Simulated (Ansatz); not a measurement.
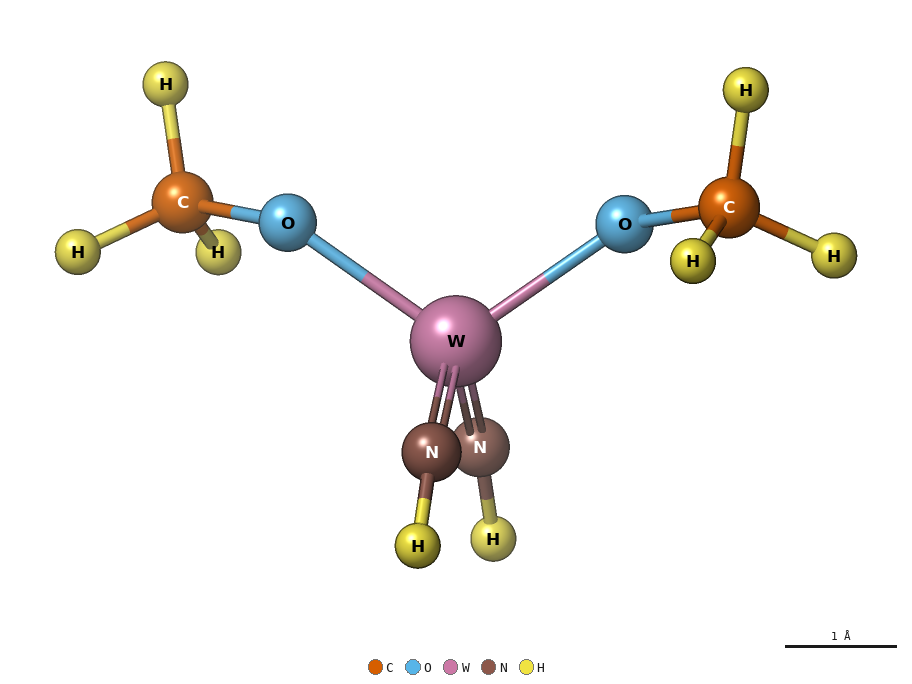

A ball-and-stick model of a molecule. Multiple sticks mark multiple bonds (one Kekulé form).

The species is neutral and a spin singlet.

> Give the formula.

C2H8N2O2W, 15 atoms: 2 carbon, 8 hydrogen, 2 nitrogen, 2 oxygen and 1 tungsten.

> Which point group does it belong to?

C2.

> Give a SMILES string for it.

C[O][W](=[NH])(=[NH])[O]C

More results for the same structure follow; atom numbers are the same in all pictures, views and colours differ. The computed structure is the end point of a PBE0-D4/def2-TZVP optimisation.

Shape

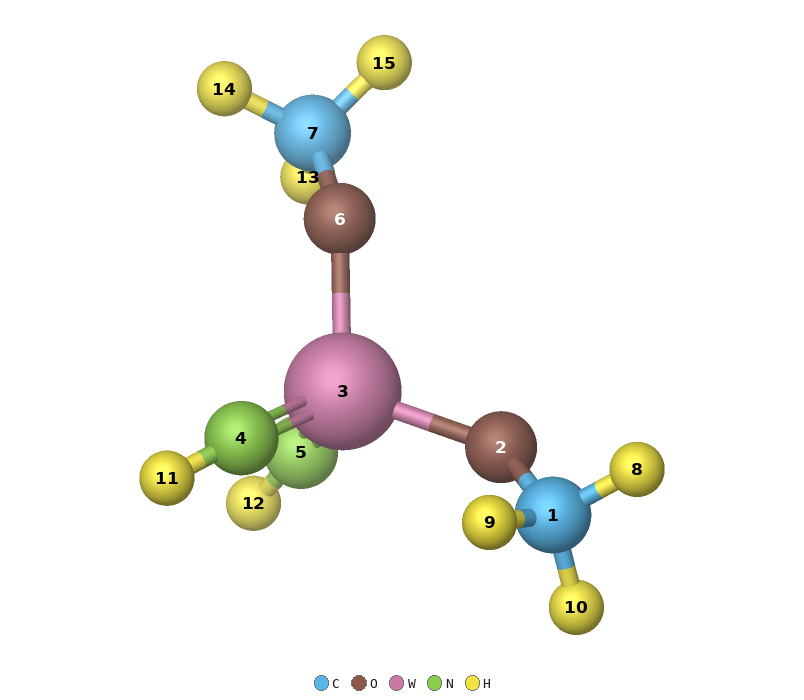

Numbered structure.

> Describe the coordination of atom 1.

C1 has 4 neighbours (O2 at 1.40, H8 at 1.09, H9 at 1.09, H10 at 1.09 Å); the arrangement is tetrahedral.

> What is the geometry at N4?

N4 has 2 neighbours (W3 at 1.75, H11 at 1.01 Å); the arrangement is bent.

> How are the neighbours of atom 2 arranged?

O2 has 2 neighbours (C1 at 1.40, W3 at 1.88 Å); the arrangement is bent.

> What is the geometry at W3?

W3 has 4 neighbours (O2 at 1.88, N4 at 1.75, N5 at 1.75, O6 at 1.88 Å); the arrangement is tetrahedral.

> What is the dihedral angle C1–O2–W3–O6?

120° in size, that is anticlinal.

Vibrations

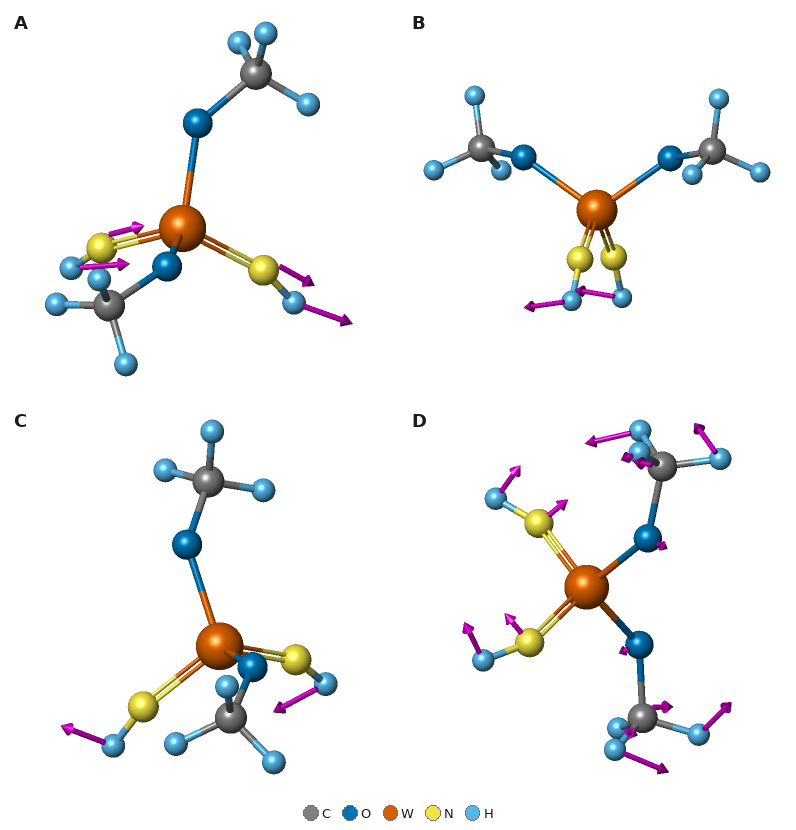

4 normal modes of one molecule or complex, as arrows. Harmonic vibrations computed with RKS PBE0-D4/def2-TZVP, core potentials on W (Ansatz 0.2.0) at a stationary point of the same level.

> Match the panels to the wavenumbers 130 cm⁻¹, 361 cm⁻¹, 605 cm⁻¹, 980 cm⁻¹.

A: 980 cm⁻¹, out-of-phase stretching of 2 W–N bonds
B: 605 cm⁻¹
C: 361 cm⁻¹, H–N–W bending
D: 130 cm⁻¹

Levels of theory compared

Program: Ansatz 0.2.0.

At this fixed geometry, give HOMO energy (eV), dipole (D) at these levels: B3LYP-D4/def2-TZVPP; PBE-D4/def2-TZVPP; r2SCAN-D4/def2-TZVPP; ωB97M-V/def2-TZVPP.

| level | HOMO energy (eV) | dipole (D) |
| --- | --- | --- |
| B3LYP-D4/def2-TZVPP | −6.95 | 0.45 |
| PBE-D4/def2-TZVPP | −5.83 | 0.38 |
| r2SCAN-D4/def2-TZVPP | −6.12 | 0.38 |
| ωB97M-V/def2-TZVPP | −9.45 | 0.52 |

Charges

The questions are on Mulliken charges. Level of theory: RKS PBE0-D4/def2-TZVP, core potentials on W (Ansatz 0.2.0).

List the Mulliken charges.

| atom | value (e) |
| --- | --- |
| C1 | −0.18 |
| O2 | −0.46 |
| W3 | 1.30 |
| N4 | −0.63 |
| N5 | −0.63 |
| O6 | −0.46 |
| C7 | −0.18 |
| H8 | 0.13 |
| H9 | 0.13 |
| H10 | 0.12 |
| H11 | 0.24 |
| H12 | 0.24 |
| H13 | 0.13 |
| H14 | 0.12 |
| H15 | 0.13 |

Mulliken values depend strongly on the basis set and can even reverse the polarity of a bond.
